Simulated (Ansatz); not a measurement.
bcc Li, treated with r²SCAN+rVV10 (PAW; Ansatz, an electronic-structure program).

Numerical settings: plane-wave cutoff 560 eV, 22×22×22 k mesh, Fermi–Dirac smearing 0.05 eV, scalar-relativistic PAW data made under PBE.

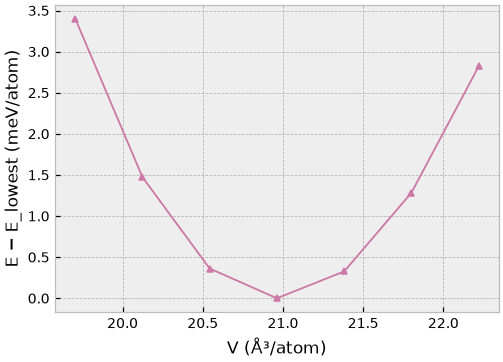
Figure. Total energy against volume

Task: From the curve, estimate the equilibrium volume and the bulk modulus.

Result: V0 ≈ 21.0 Å³/atom and B0 ≈ 13 GPa; the fit gives V0 = 20.967 Å³/atom, B0 = 13.1 GPa, B′ = 3.3.

Measured, for comparison: bulk modulus 13.8 GPa (corrected for temperature and zero-point phonon effects, our sources range from 13.1 to 13.9; as tabulated in Levämäki et al. (2014), arXiv:1402.3671); equilibrium volume per atom 20.51 Å³/atom (low-temperature or extrapolated to 0 K; zero-point anharmonic expansion removed; as tabulated in Csonka et al. (2009), arXiv:0903.4037). Computed (rounded) less measured: bulk modulus -5 % (inside the range of the sources held), equilibrium volume per atom +2.2 %.

Computed values are for the static lattice.
